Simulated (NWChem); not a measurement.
# AlH (SMILES [AlH]) at PBE0/def2-TZVPPD

What is the vertical ionisation energy of AlH at PBE0/def2-TZVPPD? 

Program for the calculation: NWChem 7.3.0.

20 further runs of the same task are left out: 20 set aside as unsound or not needed. Runs told in other sessions of the task aren't counted.

## Step 1: The structure to begin with

The species is AlH (2 atoms), meant as a singlet with charge 0. As SMILES, `[AlH]`. The shape is that of a PBE0-D4/def2-TZVP optimisation.

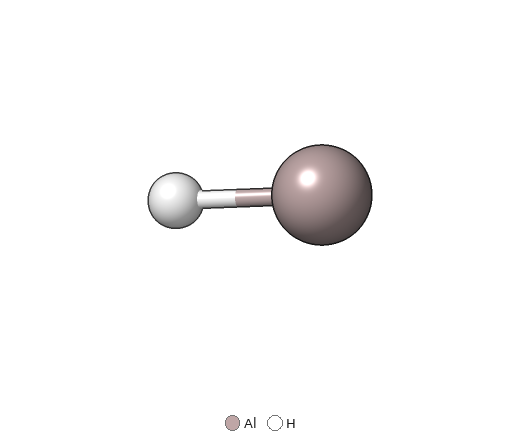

The structure, seen from a chosen angle (aluminium light grey, hydrogen white).

## Step 2: Energy and forces at PBE0/def2-TZVPPD

Input file alh.nw:

```
start alh
title "AlH gradient"
memory 2200 mb
charge 0

geometry units angstrom noautosym nocenter noautoz
Al     0.000000     0.000000    -0.025640
H      0.000000     0.000000     1.639110
end

basis spherical bse
* library def2-TZVPPD
end

dft
xc pbe0
grid xfine
convergence energy 1e-08
iterations 100
mulliken
print medium
end

task dft gradient
```

Started as:

```console
nwchem alh.nw > alh.out
```

Standard output, shortened:

```text
[...]
          Wavefunction type:  closed shell.
          No. of atoms     :     2
          No. of electrons :    14
[...]
          Charge           :     0
          Spin multiplicity:     1
[...]
          AO basis - number of functions:    65
[...]
              XC Information
              --------------
                         PBE0 Method XC Functional
                     Hartree-Fock (Exact) Exchange  0.250
          PerdewBurkeErnzerhof Exchange Functional  0.750
            Perdew 1991 LDA Correlation Functional  1.000 local
           PerdewBurkeErnz. Correlation Functional  1.000 non-local
[...]
 d= 0,ls=0.0,diis     1   -242.8474712798 -2.47D+02  5.24D-03  1.85D-01     1.8
[...]
 d= 0,ls=0.0,diis     7   -242.8601649371 -1.28D-09  1.57D-07  4.15D-11     9.9
         Total DFT energy =     -242.860164937142
      One electron energy =     -345.680723295329
           Coulomb energy =      117.515874317996
    Exchange-Corr. energy =      -18.827650686943
 Nuclear repulsion energy =        4.132334727134
[...]
      Total Density - Mulliken Population Analysis
     ---------------------------------------------
    Atom       Charge   Shell Charges
 -----------   ------   -------------------------------------------------------
    1 Al  13    12.81   2.00  0.65  1.32  1.19  0.70 -0.00  2.92  2.22  0.86  0.54  0.34  0.00  0.03  0.03  0.01  0.00
    2 H    1     1.19   0.23  0.56  0.40  0.00  0.01 -0.01  0.00
[...]
  wavefunction    = closed shell
                         DFT ENERGY GRADIENTS
    atom               coordinates                        gradient
                 x          y          z           x          y          z
   1 Al      0.000000   0.000000  -0.048453    0.000000   0.000000  -0.000076
   2 H       0.000000   0.000000   3.097469   -0.000000  -0.000000   0.000076
[...]
```

Run time: 14 s. Hardware: 1 thread of Intel Xeon Platinum 8259CL at 2.50GHz (Skylake/Cascade Lake), shared host; peak memory 0.12 GiB.

## Step 3: The doublet cation: the energy at UPBE0/def2-TZVPPD

Input file alh.xyz:

```xyz
2
AlH energy
Al     0.000000     0.000000    -0.025640
H      0.000000     0.000000     1.639110
```

Input file alh.nw:

```
START alh
TITLE "AlH energy"
memory total 2200 mb
charge 1

GEOMETRY units angstroms noautosym nocenter noautoz
load format xyz alh.xyz
END

BASIS spherical bse
* library def2-TZVPPD
END

DFT
xc pbe0
mult 2
grid xfine
convergence energy 1e-08
maxiter 100
mulliken
print low
END

TASK dft energy
```

Started as:

```console
nwchem alh.nw > alh.out
```

Standard output, shortened:

```text
[...]
 d= 0,ls=0.0,diis     1   -242.3983758314 -2.47D+02  1.07D-02  1.37D+00     1.5
[...]
 d= 0,ls=0.0,diis     9   -242.5614320367 -3.12D-09  5.56D-07  1.84D-10    11.9
[...]
         Total DFT energy =     -242.561432036687
      One electron energy =     -341.314090933462
           Coulomb energy =      113.215698122143
    Exchange-Corr. energy =      -18.595373952502
 Nuclear repulsion energy =        4.132334727134
[...]
      Total Density - Mulliken Population Analysis
     ---------------------------------------------
    Atom       Charge   Shell Charges
 -----------   ------   -------------------------------------------------------
    1 Al  13    12.02   2.00  0.65  1.32  1.24  0.33 -0.02  2.92  2.22  0.86  0.40  0.07  0.00  0.02  0.01 -0.00  0.00
    2 H    1     0.98   0.20  0.50  0.27  0.00  0.01 -0.01  0.00
[...]
      <S2> =      0.7612 (Exact =     0.7500)
[...]
```

Run time: 13 s. Hardware: 1 thread of Intel Xeon Platinum 8259CL at 2.50GHz (Skylake/Cascade Lake), shared host; peak memory 0.11 GiB.

## Step 4: What came out

Level: PBE0/def2-TZVPPD.

| quantity | value |
| --- | --- |
| singlet AlH: total energy | -242.86016 Eh |
| singlet AlH: dipole moment | 0.12 D |
| singlet AlH: HOMO energy | -5.83 eV |
| singlet AlH: LUMO energy | -1.80 eV |
| singlet AlH: HOMO–LUMO gap | 4.03 eV |
| singlet AlH: largest force on an atom | 0.004 eV/Å |
| doublet cation: total energy | -242.56143 Eh |
| doublet cation: ⟨S²⟩ | 0.761 |
| vertical ionisation energy (to the doublet cation) | 8.129 eV |

**Reading.** The vertical ionisation energy comes to 8.13 eV (784 kJ/mol). −ε(HOMO) before ionisation, 5.83 eV, is 2.30 eV below this ionisation energy.
